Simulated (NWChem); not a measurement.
**SiH3Se (SMILES [SiH2][SeH]): levels of theory compared**

We compute a comparison of 5 runs (UHF/STO-3G, UHF/3-21G, UB3LYP/6-31G*, UTPSSh/def2-SVPD) of SiH3Se. 

The calculation is run with NWChem 7.3.0.

## 1. Starting point

SiH3Se: 5 atoms, total charge 0, spin state doublet. As SMILES, `[SiH2][SeH]`. Geometry: relaxed at PBE0-D4/def2-TZVP. This is one conformer, not always the lowest.

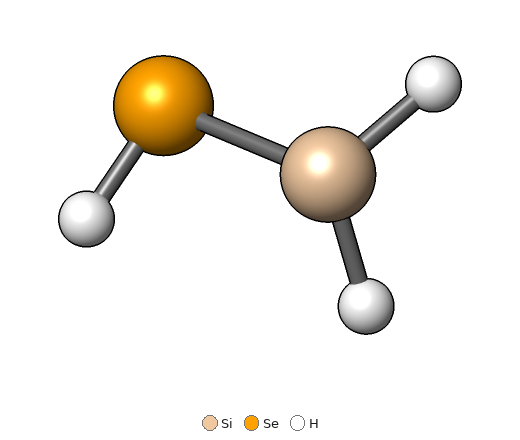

Viewed from a chosen angle; silicon light orange, selenium orange, hydrogen white.

## 2. Energy and gradient at UHF/STO-3G (run 1)

Input file run.py:

```python
from ase import Atoms
from ase.calculators.nwchem import NWChem

molecule = Atoms(['Si', 'Se', 'H', 'H', 'H'], positions=[
    [0.060900, -0.791800, 0.205800],
    [0.776600, 1.182400, -0.661900],
    [-1.304300, -0.656200, 0.791600],
    [0.034200, -1.731400, -0.948800],
    [0.482600, 1.923300, 0.572000],
])

calc = NWChem(
    label='input',
    theory='scf',
    memory='2200 mb',
    basis='STO-3G',
    basispar='spherical bse',
    scf={'nopen': '1', 'uhf': None, 'thresh': '1e-08', 'maxiter': '80'},
)
molecule.calc = calc

forces = molecule.get_forces()
e = molecule.get_potential_energy()
print(f"E = {e:.6f} eV")
print("forces (eV/A):")
for s, f in zip(molecule.symbols, forces):
    print(f"{s:2s} {f[0]:10.5f} {f[1]:10.5f} {f[2]:10.5f}")
```

The run is started by

```console
$ export ASE_NWCHEM_COMMAND="nwchem PREFIX.nwi > PREFIX.nwo"
$ python run.py
```

The program printed:

```text
E = -72405.999234 eV
forces (eV/A):
Si   -1.04032   -0.85386   -0.74043
Se   -0.43333    0.29074    1.07781
H     1.37945   -0.08222   -0.79175
H    -0.15900    0.94550    1.30139
H     0.25320   -0.30015   -0.84697
```

The calculator wrote input.nwi:

```
title "input"

permanent_dir input

scratch_dir input

start input

geometry units angstrom nocenter noautosym noautoz
  Si 6.0900000000000003e-02 -7.9179999999999995e-01 2.0580000000000001e-01
  Se 7.7659999999999996e-01 1.1823999999999999e+00 -6.6190000000000004e-01
  H  -1.3043000000000000e+00 -6.5620000000000001e-01 7.9159999999999997e-01
  H  3.4200000000000001e-02 -1.7314000000000001e+00 -9.4879999999999998e-01
  H  4.8259999999999997e-01 1.9233000000000000e+00 5.7199999999999995e-01
end

memory 2200 mb

basis spherical bse noprint
   * library STO-3G
end

scf
  nopen 1
  uhf
  thresh 1e-08
  maxiter 80
end

task scf gradient
```

input.nwo:

```text
Northwest Computational Chemistry Package (NWChem) 7.3.0
             --------------------------------------------------------

           Job information
           ---------------

    nwchem branch   = 7.3.0
    use scalapack   = T
    input           = input.nwi
    prefix          = input.
    data base       = input/input.db
    status          = startup
    nproc           =        1

           Memory information
           ------------------

    heap     =     72089596 doubles =      550.0 Mbytes
    stack    =     72089601 doubles =      550.0 Mbytes
    global   =    144179200 doubles =     1100.0 Mbytes (distinct from heap & stack)
    total    =    288358397 doubles =     2200.0 Mbytes
    verify   = yes
    hardfail = no

[... 37 lines left out ...]
            Nuclear Dipole moment (a.u.)
[... 77 lines left out ...]
 1-e energy   =   -4023.690746
[... 7 lines left out ...]
         Quadratically convergent UHF
[... 14 lines left out ...]
       Final UHF  results
[... 3 lines left out ...]
      One electron energy =  -4021.770982592126
[... 1 line left out ...]
 Nuclear repulsion energy =    147.937383988892
[... 42 lines left out ...]
          Final beta eigenvalues
[... 158 lines left out ...]
                     UHF Final Beta Molecular Orbital Analysis
[... 199 lines left out ...]
    atom               coordinates                        gradient
                 x          y          z           x          y          z
   1 Si      0.115084  -1.496285   0.388906    0.020231   0.016605   0.014399
   2 Se      1.467561   2.234412  -1.250810    0.008427  -0.005654  -0.020960
   3 H      -2.464770  -1.240038   1.495907   -0.026826   0.001599   0.015397
   4 H       0.064629  -3.271872  -1.792972    0.003092  -0.018387  -0.025308
   5 H       0.911982   3.634510   1.080923   -0.004924   0.005837   0.016471

                 ----------------------------------------
                 |  Time  |  1-e(secs)   |  2-e(secs)   |
                 ----------------------------------------
                 |  CPU   |       0.00   |       0.54   |
                 ----------------------------------------
                 |  WALL  |       0.00   |       0.54   |
                 ----------------------------------------

 Task  times  cpu:        2.2s     wall:        2.2s
 Total times  cpu:        2.3s     wall:        2.3s
```

It took 3.3 s on 1 thread of Intel Xeon Platinum 8488C (Sapphire Rapids), shared host; peak memory 0.1 GiB.

## 3. Energy and forces at UHF/3-21G (run 2)

Input file h3sesi.nw:

```
start h3sesi
title "H3SeSi hf"
memory stack 880 mb heap 220 mb global 1100 mb

geometry units angstrom noautosym nocenter noautoz
   Si     0.060900    -0.791800     0.205800
   Se     0.776600     1.182400    -0.661900
   H     -1.304300    -0.656200     0.791600
   H      0.034200    -1.731400    -0.948800
   H      0.482600     1.923300     0.572000
end

basis spherical bse
   Si library 3-21G
   Se library 3-21G
   H library 3-21G
end

scf
   nopen 1
   uhf
   thresh 1e-08
   maxiter 80
end

task scf gradient
```

The run is started by

```console
$ nwchem h3sesi.nw > h3sesi.out
```

The program printed:

```text
[...]
  functions       =    41
[...]
  wavefunction    = UHF
[...]
         Total SCF energy =  -2677.575688548373
      One electron energy =  -4027.248102711059
      Two electron energy =   1201.735030173793
 Nuclear repulsion energy =    147.937383988892
                       Sz =      0.5000
                 Sz(Sz+1) =      0.7500
                      S^2 =      0.7546
[...]
                         UHF ENERGY GRADIENTS
    atom               coordinates                        gradient
                 x          y          z           x          y          z
   1 Si      0.115084  -1.496285   0.388906    0.011471   0.025647  -0.005070
   2 Se      1.467561   2.234412  -1.250810   -0.008081  -0.024039   0.006579
   3 H      -2.464770  -1.240038   1.495907   -0.001524   0.001361  -0.000211
   4 H       0.064629  -3.271872  -1.792972   -0.000076   0.001417  -0.002458
   5 H       0.911982   3.634510   1.080923   -0.001790  -0.004385   0.001158
[...]
```

It took 3.3 s on 1 thread of Intel Xeon Platinum 8488C (Sapphire Rapids), shared host; peak memory 0.1 GiB.

Runs 3 to 4 aren't shown in full; the table further down has their settings and results.

## 4. Energy and forces at UTPSSh/def2-SVPD (run 5)

Input file run.nw:

```
start run
title "H3SeSi"
memory total 2200 mb
geometry units atomic noautosym nocenter noautoz
  Si     0.11508432    -1.49628515     0.38890564
  Se     1.46756131     2.23441217    -1.25080972
  H     -2.46476978    -1.24003828     1.49590720
  H      0.06462863    -3.27187181    -1.79297215
  H      0.91198183     3.63451026     1.08092334
end
basis spherical bse
  * library def2-SVPD
end
dft
  xc xctpssh
  mult 2
  grid xfine
  convergence energy 1e-08
  maxiter 100
  mulliken
  print medium
end
task dft gradient
```

The run is started by

```console
$ nwchem run.nw > run.out
```

The program printed:

```text
[...]
          Wavefunction type:  spin polarized.
          No. of atoms     :     5
          No. of electrons :    51
[...]
          Charge           :     0
          Spin multiplicity:     2
[...]
          AO basis - number of functions:    89
[...]
              XC Information
              --------------
                  TPSS hybrid Method XC Functional
                     Hartree-Fock (Exact) Exchange  0.100
                  TPSS metaGGA Exchange Functional  0.900
             TPSS03 metaGGA Correlation Functional  1.000
[...]
 d= 0,ls=0.0,diis     1  -2692.3654652610 -2.84D+03  6.70D-03  6.52D-02     5.1
[...]
 d= 0,ls=0.0,diis    10  -2692.3991430904 -4.66D-09  7.06D-07  1.23D-09    47.1
[...]
         Total DFT energy =    -2692.399143090449
      One electron energy =    -4040.404269281806
           Coulomb energy =     1309.167831439058
    Exchange-Corr. energy =     -109.100078460739
 Nuclear repulsion energy =      147.937373213039
[...]
      Total Density - Mulliken Population Analysis
     ---------------------------------------------
    Atom       Charge   Shell Charges
 -----------   ------   -------------------------------------------------------
    1 Si  14    14.03   2.00  1.98  1.11  0.26  0.03  5.93  1.20  1.31  0.14  0.07
    2 Se  34    34.34   2.00  2.00  1.99  1.44  0.42  0.01  6.00  5.97  1.99  2.35  0.08  8.15  1.77  0.13  0.03
    3 H    1     0.90   0.74  0.17  0.01 -0.01
    4 H    1     0.93   0.74  0.18  0.01 -0.00
    5 H    1     0.81   0.70  0.06  0.02  0.02
[...]
      <S2> =      0.7531 (Exact =     0.7500)
[...]
  wavefunction    = open shell
                         DFT ENERGY GRADIENTS
    atom               coordinates                        gradient
                 x          y          z           x          y          z
   1 Si      0.115084  -1.496285   0.388906    0.000076   0.004483  -0.002823
   2 Se      1.467561   2.234412  -1.250810   -0.001683  -0.003198   0.003590
   3 H      -2.464770  -1.240038   1.495907    0.001071  -0.000230  -0.000058
   4 H       0.064629  -3.271872  -1.792972    0.000233   0.000344   0.000937
   5 H       0.911982   3.634510   1.080923    0.000302  -0.001400  -0.001646
[...]
```

Wall time 62 s (1 thread of Intel Xeon Platinum 8488C (Sapphire Rapids), shared host); peak memory 0.14 GiB.

## 5. The series

```csv
run,level,iteration cap,module,energy (Eh),dipole moment (D),HOMO energy (eV),LUMO energy (eV),wall time
1,UHF/STO-3G,80,scf,-2660.871415,2.43,-6.03,5.33,3.3 s
2,UHF/3-21G,80,scf,-2677.575689,1.62,-8.56,0.66,3.3 s
3,UB3LYP/6-31G* (spherical functions),100,dft,-2692.555137,0.84,-5.65,-2.98,27 s
4,UB3LYP/6-31G* (Cartesian functions),100,dft,-2692.564280,0.84,–,–,29 s
5,UTPSSh/def2-SVPD,100,dft,-2692.399143,0.62,-5.51,-3.13,62 s
```

## 6. Results

| quantity | value |
| --- | --- |
| run 5: total energy | -2692.39914 Eh |
| run 5: dipole moment | 0.62 D |
| run 5: HOMO energy (highest over α and β) | -5.51 eV |
| run 5: LUMO energy (lowest over α and β) | -3.13 eV |
| run 5: ⟨S²⟩ | 0.753 |
| run 5: largest force on an atom | 0.272 eV/Å |

The dipole moment (its size) runs from 0.62 D (UTPSSh/def2-SVPD) to 2.43 D (UHF/STO-3G). The two ends differ in method and basis. Totals of different functionals can't be ranked against each other. In run 1 the basis is minimal, so the values are rough. All runs together took 2.1 min, the longest 62 s.
